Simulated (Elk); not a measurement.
Band structure of MnAu (Pm-3m, 2 atoms in the cell).

```
MnAu
1.0
    3.20776     0.00000     0.00000
    0.00000     3.20776     0.00000
    0.00000     0.00000     3.20776
Mn Au
1 1
Cartesian
  1.60388   1.60388   1.60388
  0.00000   0.00000   0.00000
```
Moments meant for the start (each program seeds them in its own way; μB, in the order of the atoms Mn Au): 4.0 0.0.

Method: LDA (PW92), all-electron FP-LAPW, Elk's shipped species files, APW+lo basis with extra local orbitals in Elk.

Settings: xctype = 3; spinpol = true; rgkmax = 8; stype = 3; swidth = 0.00183747 Ha; ngridk = 10 10 10; reducebf = 0.8; gmaxvr = 16 1/bohr; nxlo = 2; lorbcnd = true; rmtscf = 0.95; lmaxi = 3; nempty = 12 per atom; bfcmt = [[0.0, 0.0, -1.0], [0.0, 0.0, 0.0]].

The starting cell comes from a database of computed structures (which also holds hypothetical and non-ambient phases and stackings), without a prior relaxation at this level. Spin-orbit coupling is off. With one magnetic atom in the cell only a parallel order is possible. Values depend on the basis (sphere radii, cutoffs, local orbitals), which need not be converged.

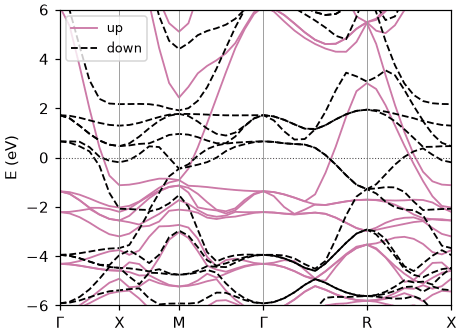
*Bands along the path, energies from the Fermi level.*

Levels in eV from the Fermi level, bands 22 to 29 of the first spin channel:
| point | 22 | 23 | 24 | 25 | 26 | 27 | 28 | 29 |
|---|---|---|---|---|---|---|---|---|
| Γ | -2.21 | -1.37 | -1.37 | -1.37 | 6.13 | 6.13 | 6.13 | 11.43 |
| X | -2.55 | -2.55 | -2.20 | -2.03 | -1.12 | 12.02 | 12.02 | 12.26 |
| M | -1.72 | -1.14 | -1.14 | -0.92 | -0.92 | 2.43 | 5.10 | 12.79 |
| R | -2.98 | -1.71 | -1.71 | 3.02 | 5.46 | 5.49 | 5.49 | 5.49 |

Bands cross the Fermi level along this path, so the cell is metallic at this level.

The net moment of the cell came out as 4.04 μB.
